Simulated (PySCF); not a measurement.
AlBH3N (SMILES [BH2-]1[NH][Al+]1)

```xyz
6

Al   -1.3208    0.1517   -0.5489
B    -0.0931    0.7309    1.5449
N     0.0884   -0.2693    0.6006
H     0.5624    0.9328    2.5393
H    -1.0499    1.4818    1.3007
H     0.8378   -0.9467    0.6888
```

Geometry: PBE0-D4/def2-SVP.

Method: Gaussian-basis quantum chemistry of an isolated molecule with PySCF, energy and nuclear gradient, functional PBE0 in PySCF 2.14.0.

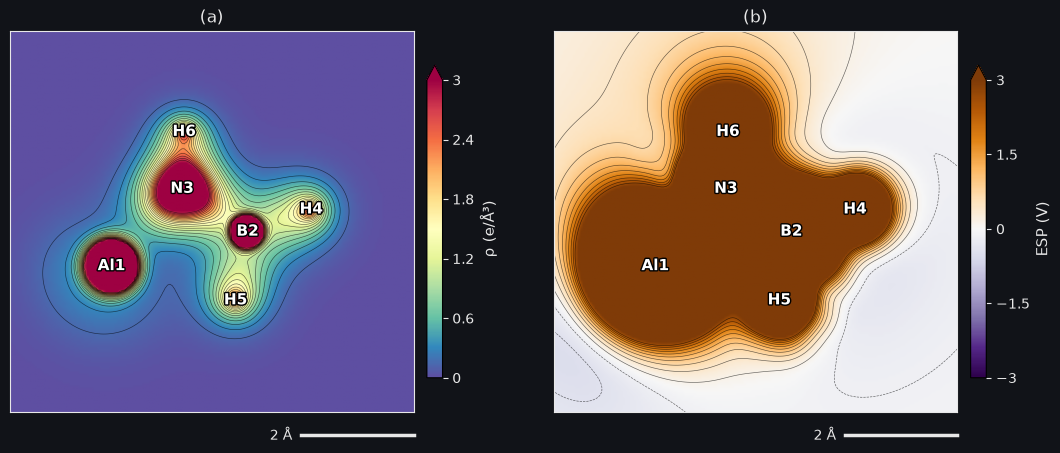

Figure 1. (a) electron density; (b) molecular electrostatic potential on the molecular plane.

Q: What do the fields say about this system?

A: The plane passes through Al, B, N and H nuclei. B–N (1.39 Å): the density is about 2 e/Å³ at the midpoint. Al–N (1.87 Å): ρ is about 0.7 e/Å³ halfway. Al–B (2.50 Å): ρ is about 0.35 e/Å³ halfway, with its minimum of 0.28 e/Å³ about 0.9 Å from Al. N–H (1.01 Å): ρ at the midpoint is about 2.9 e/Å³. B–H (1.21 Å): the density is about 1.2 e/Å³ at the midpoint. Outside the dense part of the molecule the potential is most negative (−0.5 V) near Al1.

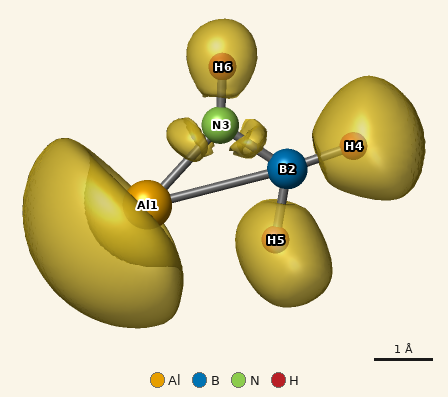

Figure 2. Isosurface of the electron localisation function at 0.85 (yellow), seen across its widest extent. Core shells and regions of very low density are left out.

Q: Describe the localisation domains.

A: The ELF exceeds this value in one region between bonded B–N atoms (shared pairs), three regions around hydrogen nuclei, one lobe of the valence shell of N pointing towards Al and one lobe on Al, pointing away from the bonds (lone pairs). Profiles from the grid: B–N (1.39 Å): the ELF peaks at about 0.90 between the atoms: a short, strongly polar bond. Al–N (1.87 Å): the ELF peaks at about 0.90 in the valence shell of N, 0.7 Å from its nucleus, and is about 0.65 at the midpoint.

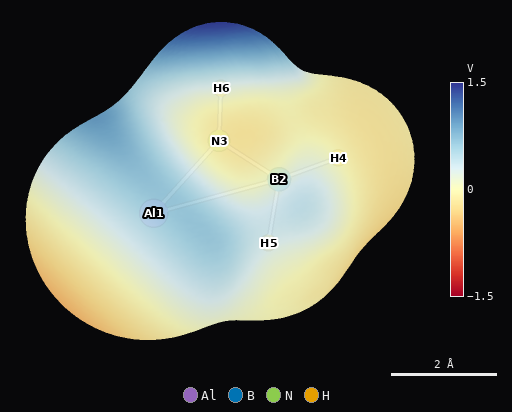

Figure 3. The electrostatic potential painted on the density surface at 0.001 e/bohr³, seen across its widest extent; the colour scale runs from red (negative) to blue (positive).

Q: Describe the electrostatic potential map.

A: The most negative region (about −0.5 V, or −12 kcal/mol for a unit charge) lies over Al1, the most positive (about +1.4 V, or +32 kcal/mol for a unit charge) over H6.

Q: What dipole moment does the calculation give?

A: Its dipole moment is 1.31 D.
